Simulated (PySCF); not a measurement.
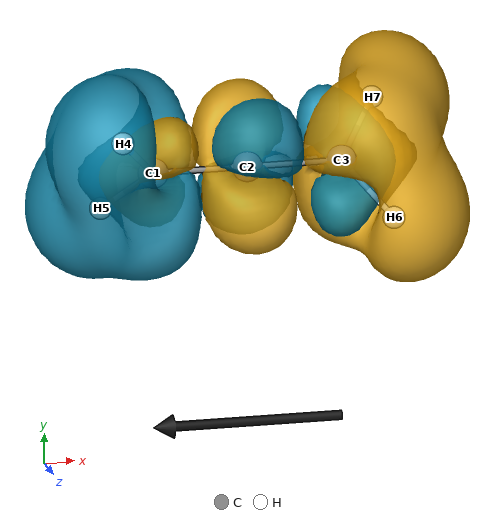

Figure 1: C3H4, SMILES `C=C=C`. Change of the electron density in a uniform field of 0.10 V/Å along −x (arrow), surfaces at ±0.0006 e/Å³ (yellow: gain, teal: loss).

Computed with PySCF, BLYP/def2-TZVP, geometry: GFN2-xTB. No frequency check shows the geometry to be a minimum. A basis without diffuse functions makes polarisabilities too small.

Geometry (Å), atoms numbered from 1:

```
C1      -1.2935    0.0001   -0.0001
C2      -0.0000   -0.0003    0.0002
C3       1.2935    0.0001   -0.0001
H4      -1.8608    0.6481    0.6484
H5      -1.8608   -0.6479   -0.6484
H6       1.8608   -0.6485    0.6478
H7       1.8608    0.6487   -0.6479
```

The field was applied in both directions; the picture shows the one opposite to the script's first.

**How large is the response?**

The induced dipole is 0.32 D (along the field); α along this axis, from the fields in both directions, is 62 bohr³ (9.2 Å³).

Cost of the run: 15 s on 1 thread of Arm Neoverse V2 (shared host), peak memory 0.43 GiB.
